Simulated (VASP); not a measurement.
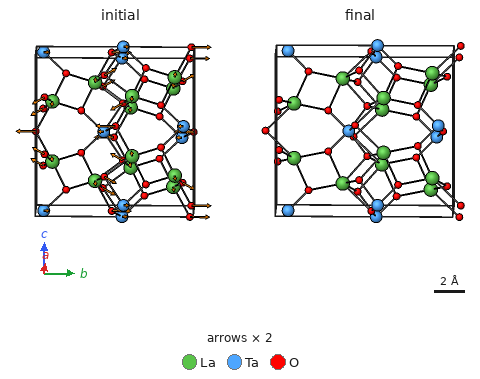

The structure of solid La$_{2}$TaO$_{5}$ (a generated structure, set up in Cmcm) before (left) and after (right) a relaxation, at one scale. The orange arrows give the displacements (the part carried along by the change of the cell is left out), 2 times their true length.

A ball-and-stick model of the conventional cell (2 times the calculation's cell) (origin shifted), seen from a free direction. Lengths and directions refer to the drawn axes.

The run lets cell and atoms move.

The calculation used Kohn-Sham DFT of a periodic cell, PBE, VASP PAW PBE potentials, recommended (VASP 6.6.1).

Input
```
ALGO = Fast
EDIFF = 1E-4
EDIFFG = -0.08
ENCUT = 520
GGA = PE
IBRION = 2
ISIF = 3
ISMEAR = 0
KPAR = 2
LASPH = T
LCHARG = F
LREAL = Auto
LWAVE = F
NELM = 60
NSW = 24
PREC = Normal
SIGMA = 0.15
```

Run as
```bash
cat potpaw_PBE.64/La/POTCAR potpaw_PBE.64/Ta_pv/POTCAR potpaw_PBE.64/O/POTCAR > POTCAR
mpirun -np 2 vasp_std > vasp.out
```

Q: What changed between the two?

A: The relaxation stopped without meeting its thresholds, so the last structure isn't shown to be converged. The largest moves relative to the cell, 0.70 Å, are those of O atoms. Largest moves by element: O 0.70 Å, Ta 0.23 Å, La 0.21 Å. The volume changes by +15.5 %, with a 4.050 → 4.131 Å (+2.0 %), b 10.700 → 12.025 Å (+12.4 %), c 10.930 → 11.011 Å (+0.7 %). Among the contacts that change: La–La 3.173 → 3.727 Å, La–La 3.446 → 3.822 Å, La–O 2.361 → 2.701 Å, La–O 2.055 → 2.367 Å. Among the angles between lasting bonds that change: La–O–La 123.2° → 88.7°, O–La–O 100.8° → 124.0°, O–La–O 147.6° → 125.3°. The space group stays Cmcm (No. 63). Over 23 geometry steps the energy falls by 753 meV per atom. Largest force component: 5.8 eV/Å at the start, 0.09 eV/Å at the end. The pressure goes from 36.67 to 0.08 GPa. The volume changes by over a tenth within one run on a fixed set of plane waves, so the end point should be relaxed again from the new cell.
